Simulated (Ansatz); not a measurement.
# Fields on a plane of V3Si (A15, Cr3Si type)

```
V3Si
1.0
    4.64987     0.00000     0.00000
    0.00000     4.64987     0.00000
    0.00000     0.00000     4.64987
V Si
6 2
Direct
  0.25000   0.00000   0.50000
  0.75000   0.00000   0.50000
  0.00000   0.50000   0.25000
  0.00000   0.50000   0.75000
  0.50000   0.25000   0.00000
  0.50000   0.75000   0.00000
  0.00000   0.00000   0.00000
  0.50000   0.50000   0.50000
```

The slice is a {100} plane (indices of the conventional cell) through the point (0.500, 0.750, 0.000) (fractional), spanned by u = [100] and v = [010] in vectors of this cell: u (4.65 Å) and v (4.65 Å, at 90° to u). It covers one period; positions are fractions (u, v).

Atoms on it: V at (0.00, 0.50); V at (0.00, 0.00); Si at (0.50, 0.25).

Level of theory: PBEsol (plane waves to 420 eV, PAW, scalar-relativistic; Ansatz, a program for electronic structure). k mesh 10×10×10. Inside the PAW spheres the values are not all-electron values, and peaks at nuclei hang on which shells count as valence. The PAW data are Ansatz's earlier set. V3Si is run without spin polarisation. V3Si was relaxed with its symmetry unable to fall.

```
v \ u  0.00  0.14  0.29  0.43  0.57  0.71  0.86
-----  ----  ----  ----  ----  ----  ----  ----
0.86      x     x  10.5   7.0   7.0  10.5     x
0.71      x   7.2  10.7   4.8   4.8  10.7   7.2
0.57      x     x  10.0   9.1   9.1  10.0     x
0.43      x     x   7.9     x     x   7.9     x
0.29      x   6.5   3.5     x     x   3.5   6.5
0.14      x     x   5.5     x     x   5.5     x
0.00      x     x   9.2   7.9   7.9   9.2     x
```

Values: electrostatic potential energy of an electron, from the cell's mean, in eV. Points within 1 Å of a nucleus are blanked (x), as the pseudised field means little there. Values under 3 eV are set to 3. The zero, the cell's mean, hangs on the PAW cores.

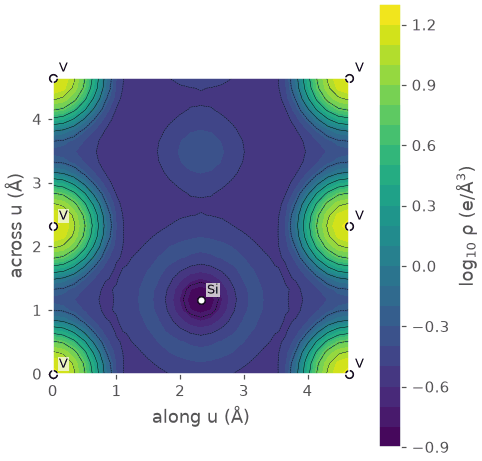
Figure: Log₁₀ of the valence density in e/Å³, one period of the plane, atoms marked. The scale is logarithmic, as a density can span decades between atoms and voids.

* **Density on the V–V line (2.32 Å) at its midpoint**: 0.47 e/Å³
* **ELF at that point**: 0.23
